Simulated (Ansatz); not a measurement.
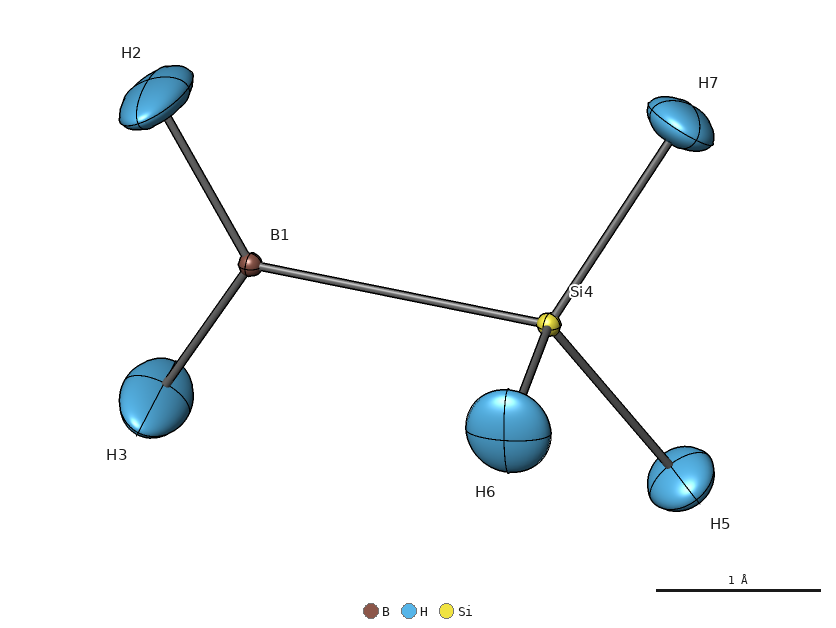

Displacement ellipsoids at the 50 % level, from the internal vibrations of the free molecule (harmonic, no overall translation or rotation; no half-axis is drawn under 0.075 Å). Vibrations computed with RKS PBE0-D4/def2-TZVP (Ansatz 0.2.0). Temperature: 0 K (zero-point motion alone).

List U_eq and the three principal root-mean-square amplitudes for each kind of atom.

```tsv
atom	U_eq (Å²)	rms amplitudes (Å)
B1	0.00086	0.022, 0.022, 0.040
H2, H3	0.0352	0.080, 0.143, 0.281
Si4	0.00020	0.011, 0.012, 0.017
H5, H7	0.0198	0.086, 0.143, 0.178
H6	0.0231	0.086, 0.171, 0.180
```
